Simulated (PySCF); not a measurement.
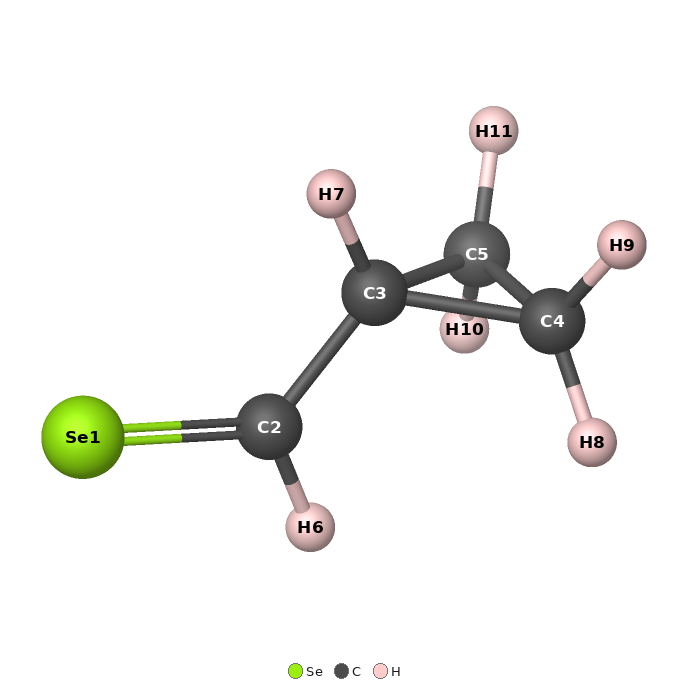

The geometry was computed by an optimisation with GFN2-xTB. No frequency run is at hand to confirm it as a minimum. Level of theory: delta-SCF UKS SCAN, pcX-2 on the ionised atom, pcseg-1 elsewhere, spin-free X2C (PySCF 2.14.0).

Give the core-electron binding energies (to vacuum) of C2 1s, C3 1s, C4 1s.

```csv
atom,level,binding energy (eV)
C2,1s,291.5
C3,1s,291.2
C4,1s,291.1
```

The geometry is semi-empirical. Around Se such bond lengths and angles can be off by a tenth of an ångström or more and by several degrees, and values that hang on the shape move with them.
